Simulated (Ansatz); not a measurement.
The starting structures come from a database of crystals and need not be the phases stable at ambient conditions.

 Where the default PAW files enter, the runs use the earlier of Ansatz's two default sets.

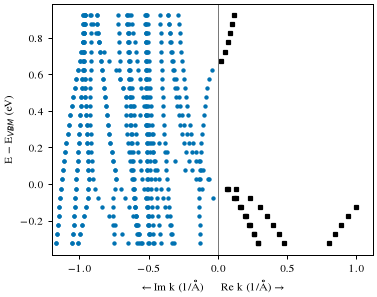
Complex bands at the centre of the two-dimensional zone; PBEsol (Ansatz, an electronic-structure program)

The gap is the functional's own, uncorrected, and κ follows it; spin-orbit coupling is left out. Mid-gap values are interpolated between the computed energies.

**Question.** This is Sr₂GaSbO₆ (Fm-3m, not sure to be the ambient phase, 10 atoms a cell, 12.7 Å³ an atom, -6 GPa at this level) along the normal of (110). Read off the slowest decay at the centre of the two-dimensional zone at 0.33 eV, the computed energy nearest the middle of the gap.

**Answer.** κ ≈ 0.11 1/Å, a decay length 1/(2κ) of the density of 4.6 Å.
